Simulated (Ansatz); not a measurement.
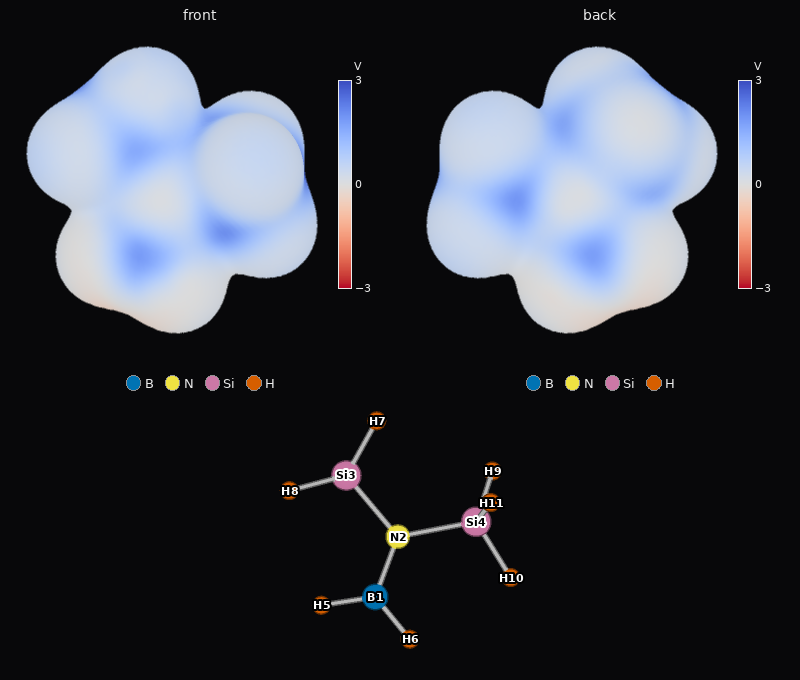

BH7NSi2 (doublet). The molecular electrostatic potential painted on the density surface at 0.004 e/bohr³, seen from the front and from behind; red is negative and blue positive. The bare structure is drawn below in the same view.

Geometry: PBE0-D4/def2-TZVP.

Method: UKS PBE0-D4/def2-TZVPP (Ansatz 0.2.0).

Input file:

```
crystal:
  periodic: [false, false, false]
  atoms:
    - {symbol: B, position_ang: [-0.028191, 1.551108, 0.489800]}
    - {symbol: N, position_ang: [-0.172723, 0.222919, 0.031478]}
    - {symbol: Si, position_ang: [-1.324001, -0.121980, -1.245639]}
    - {symbol: Si, position_ang: [0.757490, -1.092371, 0.732580]}
    - {symbol: H, position_ang: [-0.686323, 2.420585, -0.011274]}
    - {symbol: H, position_ang: [0.746128, 1.800058, 1.369802]}
    - {symbol: H, position_ang: [-0.932219, -1.417380, -1.874303]}
    - {symbol: H, position_ang: [-1.320119, 0.981763, -2.243039]}
    - {symbol: H, position_ang: [-0.143509, -2.256808, 0.934713]}
    - {symbol: H, position_ang: [1.321095, -0.646970, 2.027313]}
    - {symbol: H, position_ang: [1.847874, -1.497725, -0.190932]}
basis:
  gaussian: {orbitals: def2-TZVPP}
magnetization: {spin_polarized: true, initial_magnetization: 1}
hamiltonian: {xc: pbe0, dispersion: d4}
output: {orbitals: {seedname: orbitals}}
```

Launched as:

```sh
ansatz run in.yaml --threads 4 --pin off --events-out ev --progress --plain --max-ram 10444MiB
```

Where is the surface potential most negative and most positive?

The most negative region (about −0.3 V) lies over H5, the most positive (about +2.1 V) over Si4.
